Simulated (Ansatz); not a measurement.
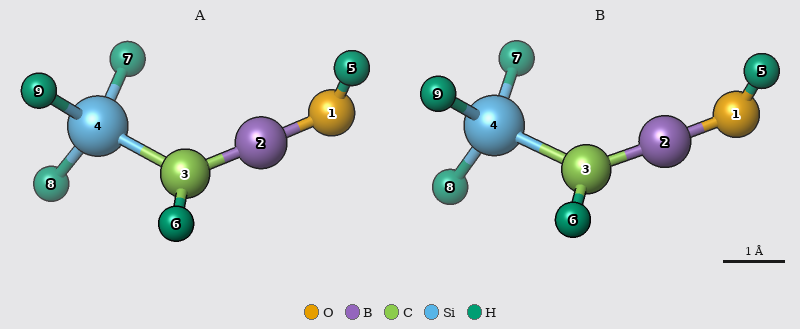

Two geometries of CH₅BOSi, drawn at one scale. One is the start of a relaxation, the other its converged end. The picture is a ball-and-stick view, seen at a tilt.

The calculation used RKS PBE0-D4/def2-TZVP (Ansatz). Settings: force threshold 0.005 eV/Å; at most 200 steps.

Which of the two is the end point?

Structure A is the relaxed one. H7 moves most after the best rigid fit: 0.19 Å. By element the largest moves are H 0.19 Å, O 0.11 Å, C 0.08 Å, B 0.07 Å, Si 0.07 Å. Some distances before and after: C3–Si4 1.866 → 1.834 Å, Si4–H7 1.469 → 1.491 Å, O1–B2 1.300 → 1.313 Å, B2–C3 1.392 → 1.383 Å. Bond angles that change, for instance: Si4–C3–H6 113.3° → 120.2°, B2–C3–Si4 123.9° → 117.2°, B2–O1–H5 122.2° → 116.5°. Over 9 accepted moves (10 points after the start) the energy falls by 0.060 eV. Largest force component: 0.87 eV/Å at the start, 0.0033 eV/Å at the end. The line search rejected the trial step at point 2 of the run.
